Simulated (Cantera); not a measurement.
Charge: 1 mol Si3N4, 2.1 mol N2O, 32 mol N2, held at 2050 K.

Equilibrium computed with Cantera from the NASA thermochemical tables; the gas is ideal and each condensed phase is pure. Candidate condensed phases: Si, SiO2, Si2N2O, Si3N4; 16 gas species. Mutual solubility and eutectic melting of coexisting phases are not modelled. The tables' values for SiN are old estimates; treat these amounts as uncertain. The tables hold silica as quartz up to 1696 K and as liquid above; real silica turns to tridymite and cristobalite and melts near 1996 K. Kinetics and transport are ignored.

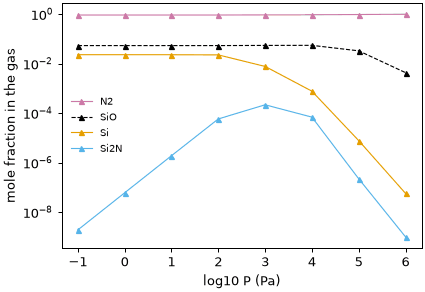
*Equilibrium gas composition (values under 1e-9 drawn at 1e-9)*

From 0.100 Pa to 1.00 mbar nothing is condensed. From 10.0 mbar to 0.100 bar the condensed part is Si(l). At 1.00 bar the condensed part is Si2N2O(s). At 10.0 bar the condensed part is SiO2(l) + Si2N2O(s). The main Si-bearing gas is SiO throughout.
